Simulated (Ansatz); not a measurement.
CdS (zinc blende), conventional cell a = b = c = 5.8791 Å, α = β = γ = 90.00°. The calculation uses the primitive cell of 2 atoms, to which meshes and values per cell refer.

This relaxed cell (volume V₀) is scaled evenly in all directions, its shape held. Symmetry pins the atoms to their sites.

Computed with r2SCAN (plane waves to 500 eV, PAW, scalar-relativistic; Ansatz, a first-principles code). k mesh 10×10×10 (Γ-centred), Fermi-Dirac smearing 0.05 eV. E stands for the smeared free energy. CdS was relaxed with its symmetry unable to fall. The PAW data are Ansatz's earlier set. The zero of ΔE is the relaxed starting cell.

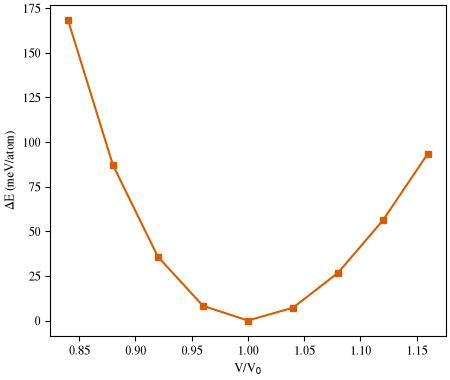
ΔE (meV/atom) against V/V₀; one marker a computed point.

Task: What is ΔE at V/V₀ = 1.160?

Result: About 94 meV/atom.

Task: What is ΔE at V/V₀ = 0.840?

Result: About 170 meV/atom.

Task: What bulk modulus B₀ follows from a third-order Birch-Murnaghan fit?

Result: About 60 GPa.

(Under strain, the slope of the energy per volume gives the stress and its curvature an elastic modulus.)
